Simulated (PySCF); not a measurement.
**C$_{5}$H$_{9}$N (SMILES [H]/N=C/C/C=C/C): density, localisation and related maps**

Input file:

```
{"job": {"kind": "uv", "xc": "CAM-B3LYP", "basis": "def2-SVPD", "nstates": 8, "ntriplets": 3}, "charge": 0, "multiplicity": 1}
C      2.624331    -0.087152     0.097484
C      1.218321    -0.576814     0.197894
C      0.195154    -0.071490    -0.470263
C     -1.222197    -0.549360    -0.350521
C     -2.046131     0.504079     0.321001
N     -3.008277     1.037939    -0.277927
H      2.696184     0.757745    -0.582814
H      2.986450     0.218479     1.079087
H      3.277165    -0.884012    -0.258243
H      1.066197    -1.411438     0.871599
H      0.340358     0.763606    -1.142868
H     -1.257166    -1.461178     0.250424
H     -1.646954    -0.744533    -1.336489
H     -1.715203     0.757812     1.339501
H     -3.512644     1.754308     0.240224
```

Command:

```sh
OMP_NUM_THREADS=1 python probes_run.py task.json out
```

Geometry: GFN2-xTB.

Level of theory: PySCF, CAM-B3LYP/def2-SVPD, SCF density, gas phase.

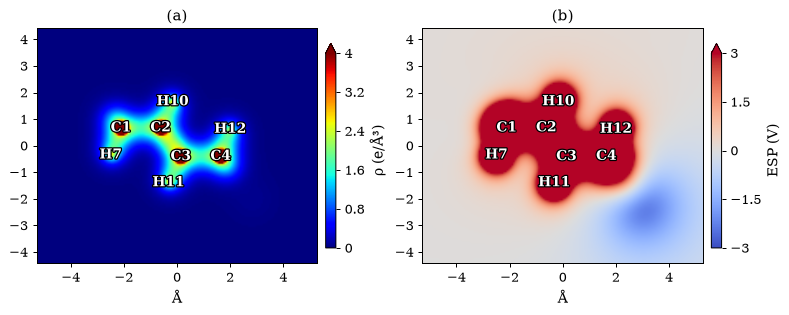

Figure 1. (a) electron density; (b) molecular electrostatic potential on the plane of atoms C1, C2 and C3.

Question: Read the bonding off the picture.

Answer: Atoms in the plane: C and H. C–C (1.32 Å): ρ is about 2.4 e/Å³ halfway. C–C (1.49 Å): the density is about 1.8 e/Å³ at the midpoint. C–H (1.08 Å): the density is about 2 e/Å³ at the midpoint. Outside the dense part of the molecule the potential is most negative (−2.3 V) near N6, which lies off the plane.

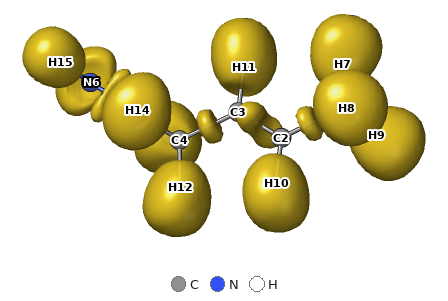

Figure 2. Isosurface of the electron localisation function at 0.85 (yellow), seen at a tilt. Only the valence region is drawn (cores and ρ < 0.01 e/Å³ removed).

Question: What do the ELF domains correspond to?

Answer: At this value the surface marks out four regions between bonded C–C atoms (shared pairs), one region between bonded C–N atoms (shared pairs), nine regions around hydrogen nuclei and one lobe on N, pointing away from the bonds (lone pairs). Along the contacts the grid gives the following. C–N (1.25 Å): the ELF peaks at about 0.90 between the atoms (a short, multiple covalent bond). C–C (1.32 Å): the ELF peaks at about 0.90 between the atoms (a multiple bond).

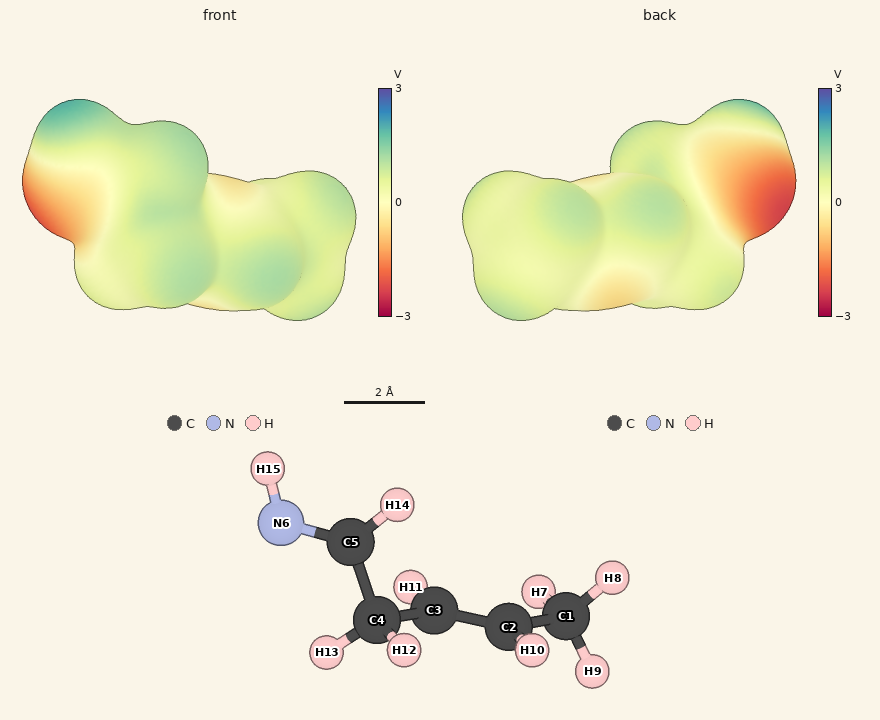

Figure 3. The electrostatic potential painted on the density surface at 0.004 e/bohr³, seen from the front and from behind; red is negative and blue positive. The bare structure is drawn below in the same view.

Question: Describe the electrostatic potential map.

Answer: The most negative region (about −2.2 V) lies over N6, the most positive (about +1.8 V) over H15. N6 is the likeliest acceptor of a hydrogen bond.
